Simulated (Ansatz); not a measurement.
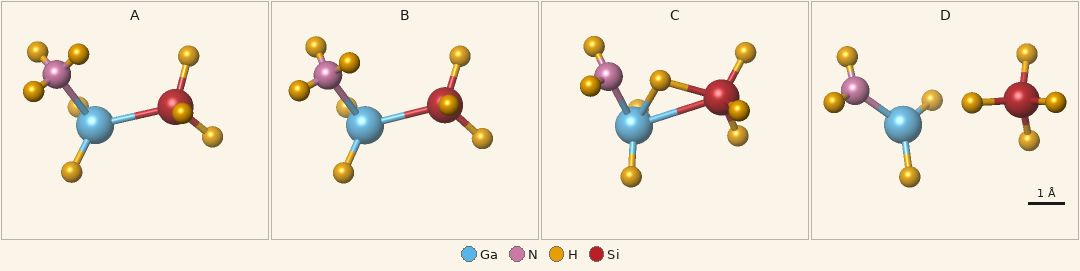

4 geometries from a converged minimum-energy path of GaSiNH$_{8}$, made up at the start of GaNH4 and SiH₄, shuffled. A ball-and-stick model, seen at a tilt.

Level of theory: RKS PBE0-D4/def2-SVP in Ansatz 0.2.0. Set-up: 7 movable images; climbing image; force threshold 0.05 eV/Å; iteration limit 49; starting path through a guess of the saddle point.

> One of them is the converged climbing image. Which?

C. In order along the path, whose images run from 0 to 8: D (image 0, 0.0 kJ/mol), C (image 4, +109.8 kJ/mol), B (image 6, −77.3 kJ/mol), A (image 8, −76.9 kJ/mol). Breaking: H–Si (1.50 → 3.30 Å). Forming: Ga–Si (3.55 → 2.42 Å), H–N (3.41 → 1.02 Å).

Limits of the set-up: the start holds two separate molecules, 2.6 Å apart at their closest, whose relative position is a soft coordinate.
